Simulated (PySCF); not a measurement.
```xyz
22

N     1.7648   -2.4267   -1.6731
C     1.6143   -1.6666   -0.8298
C     1.4595   -0.6967    0.2103
Si    3.2043   -0.1168    0.7741
C     0.5822    0.4672   -0.2715
C    -0.8354    0.0109   -0.5839
C    -1.7289   -0.3711    0.6116
C    -2.8488    0.5075    0.0345
C    -1.8467    1.1087   -0.9622
H     0.9601   -1.1927    1.0502
H     3.8560    0.5551   -0.3478
H     2.9829    0.8147    1.8820
H     3.9629   -1.2852    1.2119
H     0.5545    1.2376    0.5038
H     1.0232    0.9106   -1.1685
H    -0.8023   -0.7839   -1.3328
H    -1.9595   -1.4291    0.7200
H    -1.3453    0.0071    1.5586
H    -3.3120    1.2078    0.7266
H    -3.6289   -0.0736   -0.4527
H    -2.1600    1.1320   -2.0035
H    -1.5073    2.1025   -0.6740
```

Geometry: GFN2-xTB.

These are results of PySCF 2.14.0, PBE0/pcSseg-1, SCF density, gas phase, non-relativistic, not measurements.

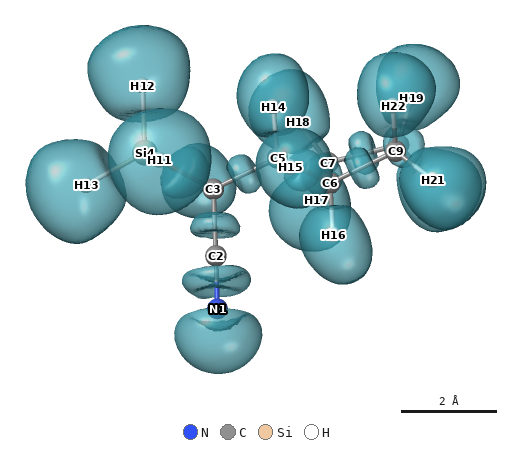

C7H13NSi. Isosurface of the electron localisation function at 0.8 (cyan), seen at a tilt. Only the valence region is drawn (cores and ρ < 0.01 e/Å³ removed).

**Identify the bonds, lone pairs and shells in this picture.**

At this value the surface marks out seven regions between bonded C–C atoms (shared pairs), one region between bonded C–N atoms (shared pairs), one region between bonded C–Si atoms (shared pairs), 13 regions around hydrogen nuclei and one lobe on N, pointing away from the bonds (lone pairs).

Values along the shortest contacts:
C–N (1.15 Å): the ELF peaks at about 0.85 between the atoms: a short, multiple covalent bond. C–C (1.43 Å): the ELF peaks at about 0.95 between the atoms: a covalent bond.
